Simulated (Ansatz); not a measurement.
## Electronic structure of C$_{2}$H$_{7}$AlOS in real space

The calculation's input:

```
crystal:
  periodic: [false, false, false]
  atoms:
    - { symbol: Al, position_ang: [-0.3988, 1.1141, 2.1059] }
    - { symbol: C, position_ang: [-0.2282, -0.2877, 0.7418] }
    - { symbol: O, position_ang: [0.5773, 0.1924, -0.3039] }
    - { symbol: C, position_ang: [0.7599, -0.7524, -1.3333] }
    - { symbol: S, position_ang: [-0.6799, -0.5334, -2.5262] }
    - { symbol: H, position_ang: [0.8318, 1.7701, 2.8405] }
    - { symbol: H, position_ang: [-1.8772, 1.7254, 2.4286] }
    - { symbol: H, position_ang: [-1.2004, -0.5275, 0.3598] }
    - { symbol: H, position_ang: [0.2422, -1.1387, 1.2992] }
    - { symbol: H, position_ang: [1.6408, -0.6056, -1.8531] }
    - { symbol: H, position_ang: [0.6845, -1.8152, -0.9411] }
    - { symbol: H, position_ang: [-0.2751, 0.8035, -2.7842] }
basis:
  gaussian: { orbitals: def2-SVP }
hamiltonian:
  xc: pbe0
  dispersion: d4
relax:
  f_tol: 0.015
  max_steps: 40
output:
  orbitals: {}
```

Launched as:

```sh
ansatz run input.yaml --threads 2 --pin off --max-ram 3072MiB --backend cpu --events-out ev --progress --plain --runs-dir out
```

The fields are those of the relaxed geometry.

Computed with RKS PBE0-D4/def2-SVP (Ansatz).

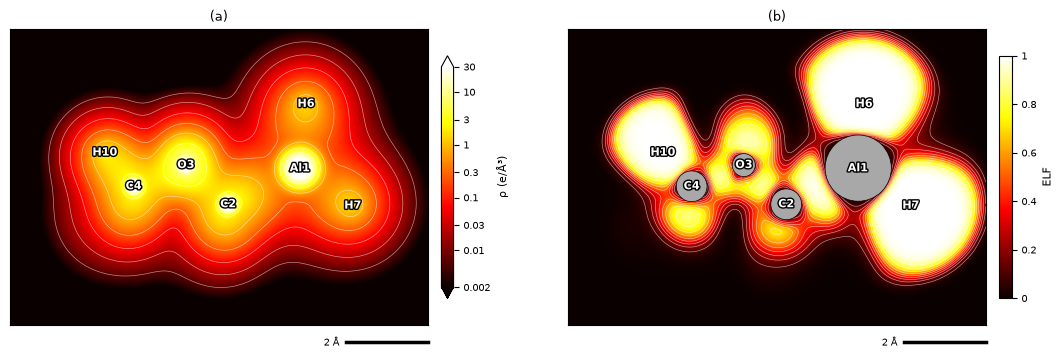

Figure 1. (a) electron density; (b) electron localisation function on the plane of atoms Al1, C2 and O3. Grey discs cover the atomic cores in the ELF map.

**Read the bonding off the picture.**

- The section cuts through Al, C, O and H sites.
- C–O (1.38 Å): ρ at the midpoint is about 2.2 e/Å³, with its minimum of 1.9 e/Å³ about 0.5 Å from C; the ELF peaks at about 0.90 between the atoms (a polar covalent bond).
- C–Al (1.97 Å): ρ is about 0.74 e/Å³ halfway; the ELF peaks at about 1 between the atoms, as expected for a shared but strongly polarised pair.
- C–H (1.10 Å): ρ is about 2 e/Å³ halfway; the ELF climbs to about 1 towards the hydrogen, as it does in any bond to H (an ordinary covalent bond to hydrogen).
- Al–H (1.59 Å): ρ at the midpoint is about 0.54 e/Å³; the ELF climbs to about 1 towards the hydrogen.
- The ELF also peaks beside O3, away from the bonds: lone-pair regions.

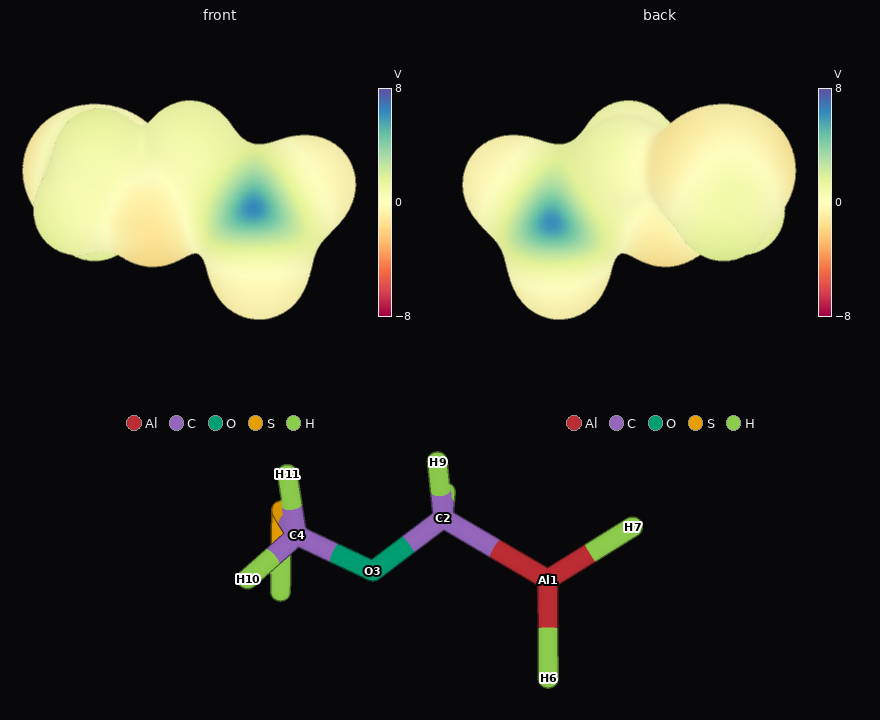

Figure 2. The molecular electrostatic potential painted on the density surface at 0.004 e/bohr³, seen from the front and from behind; red is negative and blue positive. The bare structure is drawn below in the same view.

**Describe the electrostatic potential map.**

The most negative region (about −1.5 V, or −35 kcal/mol for a unit charge) lies over O3, the most positive (about +5.8 V, or +134 kcal/mol for a unit charge) over Al1. O3 is the likeliest acceptor of a hydrogen bond.

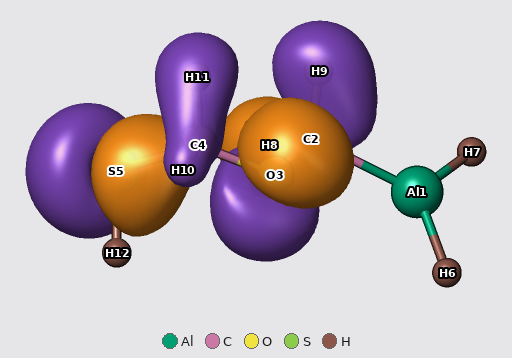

Figure 3. The HOMO−1 at ±0.08 Å⁻³ᐟ² (orange and purple are the two phases), seen at a tilt.

**What is the character of this orbital?**

By Hirshfeld shares it lies mainly on O3 (about 50 %), S5 (about 20 %), C2 (about 10 %) and C4 (about 10 %). Its energy is −7.58 eV.

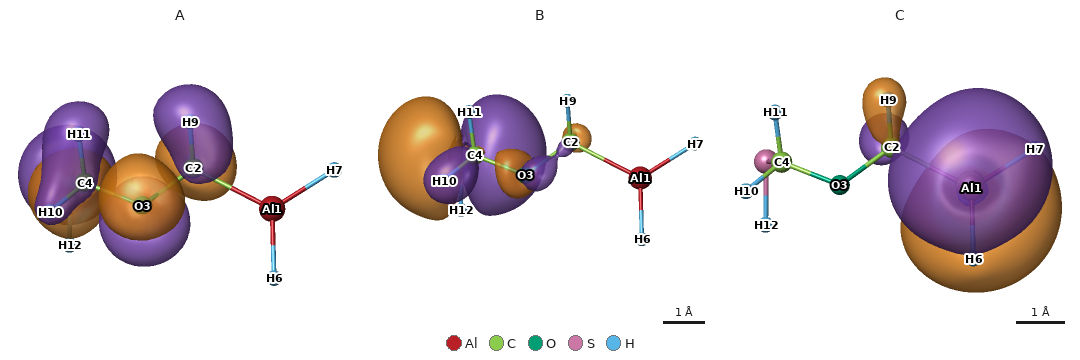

Figure 4. Three frontier orbitals at ±0.08 Å⁻³ᐟ² (orange and purple are the two phases), in no order.

**Order the three orbitals by energy and name them.**

A is the HOMO−1 (−7.58 eV). Its weight (Hirshfeld) is mainly on O3 (about 50 %), S5 (about 20 %), C2 (about 10 %) and C4 (about 10 %). B is the HOMO (−7.01 eV). Its weight (Hirshfeld) is mainly on S5 (about 85 %); largely a lone pair of S5. C is the LUMO (−1.40 eV). It lies mainly on Al1 (about 80 %).

**What is the HOMO–LUMO gap?**

5.61 eV between the orbital energies.
